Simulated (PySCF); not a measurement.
# CH3BFN: the cost of one run

Computed with PySCF 2.14.0, with density-fitted response routines of our own, on a single molecule in the gas phase. Atoms count from 0, in the outputs and in this text.

## (1) Starting geometry

7 atoms, charge 0, multiplicity 1; geometry from: PBE0-D3(BJ)/def2-SVP.

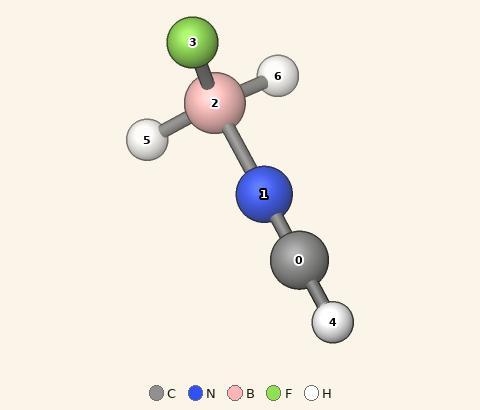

As it starts; carbon grey, nitrogen blue, boron pink, fluorine green, hydrogen white, atoms numbered.

## (2) Shielding tensors: HF/pcSseg-2

Job settings and geometry (Å):

```
{"job": {"kind": "nmr", "xc": "HF", "basis": "pcSseg-2", "pop": false}, "charge": 0, "multiplicity": 1}
C      1.254425     0.295516    -1.005568
N      0.407414     0.101609    -0.257658
B     -0.755151    -0.195845     0.821563
F     -1.871725     0.478037     0.376125
H      2.053506     0.476820    -1.710073
H     -0.244248     0.239848     1.849407
H     -0.817890    -1.421061     0.775035
```

Level: GIAO HF/pcSseg-2 NMR shielding, non-relativistic, gas phase.

Command:

```bash
> OMP_NUM_THREADS=1 python probes_run.py task.json out
```

One launch serves the whole session: the jobs run in the order shown.

Q: Estimate the wall time and peak memory of this first job on 1 thread of Arm Neoverse V1, shared host.

About 4.5 s, with a peak of 0.77 GiB.
